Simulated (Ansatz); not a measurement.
Input file:

```
crystal:
  lattice:
    - [2.5333758134, 1.4626452095, 4.5568680453]
    - [-2.5333758134, 1.4626452095, 4.5568680453]
    - [0.0, -2.925290414, 4.5568680469]
  atoms:
    - { symbol: Ga, position: [0.3560922908, 0.3560922908, 0.3560922908] }
    - { symbol: Cr, position: [0.1523059906, 0.1523059906, 0.1523059906], spin: 2.79 }
    - { symbol: Cr, position: [0.6482050842, 0.6482050842, 0.6482050842], spin: 2.77 }
    - { symbol: Cr, position: [0.8489971337, 0.8489971337, 0.8489971337], spin: 2.76 }
    - { symbol: O, position: [0.5512475538, 0.2478168506, 0.9484140133] }
    - { symbol: O, position: [0.2478168506, 0.9484140133, 0.5512475538] }
    - { symbol: O, position: [0.9484140133, 0.5512475538, 0.2478168506] }
    - { symbol: O, position: [0.4480014904, 0.7478014591, 0.0511181235] }
    - { symbol: O, position: [0.0511181235, 0.4480014904, 0.7478014591] }
    - { symbol: O, position: [0.7478014591, 0.0511181235, 0.4480014904] }
basis:
  ecutwfc: 420
kpoints:
  mp_grid: { grid: [6, 6, 6] }
  band_path:
    path: [[0.0, 0.0, 0.0], [-0.083333, 0.0625, 0.270833], [0.0, 0.5, 0.5]]
    npoints: 1
hamiltonian:
  xc: pbe
  hubbard: { sites: [{ species: Cr, l: d, u_eff: 3.7 }] }
scf:
  occupations: { method: gaussian, width: 0.02 }
  n_extra_bands: 8
output:
  forces: true
  stress: true
  eigenvalues: true
  populations: true
  write_density: true
  write_potential: true
  elf: true
  volumetric_format: npy
magnetization:
  spin_polarized: true
```

Run with:

```sh
ansatz run input.yaml --threads 4 --pin off --max-ram 10240MiB --backend cpu --events-out ev --progress --plain --runs-dir out
```

Below, planes, directions and counts refer to the conventional cell (a = 5.07 Å, b = 5.07 Å, c = 13.67 Å, α = 90.00°, β = 90.00°, γ = 120.00°).

Space group R3; a generated structure, not necessarily the stable one; the SCF solution may not be the lowest one; Hubbard U of 3.7 eV on Cr d only; the program warned that another magnetic order may lie lower; spin-polarised.

Computed with DFT PBE+U, scalar-relativistic, plane waves, PAW (Ansatz 0.2.0).

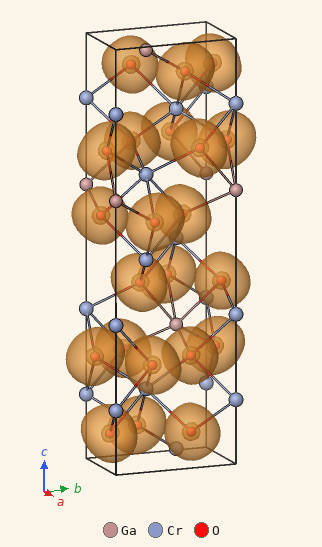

Cr3GaO6. Isosurface of the ELF at 0.6 (orange), seen slightly off an axis. Core shells and regions of very low density are left out. Sticks mark near contacts.

Core electrons are frozen (PAW), and the valence fields are smoothed inside the atomic spheres.

What do the ELF domains correspond to?

The surface consists of 18 regions wrapped around O (the valence shell of each), counted in one cell of 30 atoms. Any copies at cell faces, edges or corners count once. Along the contacts the grid gives the following. Ga–O (1.95 Å): the ELF peaks at about 0.85 in the valence shell of O, 0.6 Å from its nucleus, and is about 0.35 at the midpoint. Cr–O (1.99 Å): the ELF peaks at about 0.85 in the valence shell of O, 0.6 Å from its nucleus, and is about 0.20 at the midpoint; no shared electron pair shows on this line.
